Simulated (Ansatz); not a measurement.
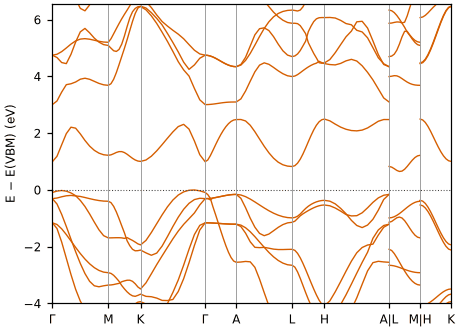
*Band structure from the program Ansatz at the LDA level (PAW)*

The gap is 0.56 eV; an edge lies off the plotted path or next to a special point (maximum on the K–Γ line, 81 % of the way from K, minimum off the standard path).

Task: Pick the material that matches.
A) SnSeS, P3m1 (Sn on 1b, Se on 1a, S on 1c)
B) GeTePb2Se2, P3m1 (Pearson symbol hP6)
C) CaGaGeH, P3m1 (Ca on 1b, Ga on 1a, Ge on 1c, H on 1a)
D) SnS2, CdI2 type

Result: A, SnSeS, P3m1 (Sn on 1b, Se on 1a, S on 1c)

The workflow started from a Materials Project entry (that database holds measured and hypothetical structures alike); the Crystallography Open Database copy checked does not list it. With Se and S taken as one species the cell has the higher symmetry P-3m1, so it may be an ordered model of a mixed-site phase. Its standing as an ambient phase is unchecked. The LDA relaxation kept the symmetry of its start; its stability against distortions is not shown here. A crystal of weakly bound layers computed without a dispersion correction: the cell and the soft elastic constants depend strongly on that. Spin–orbit coupling is left out wherever it is not named.

Potentials: the later of the program's two PAW sets.
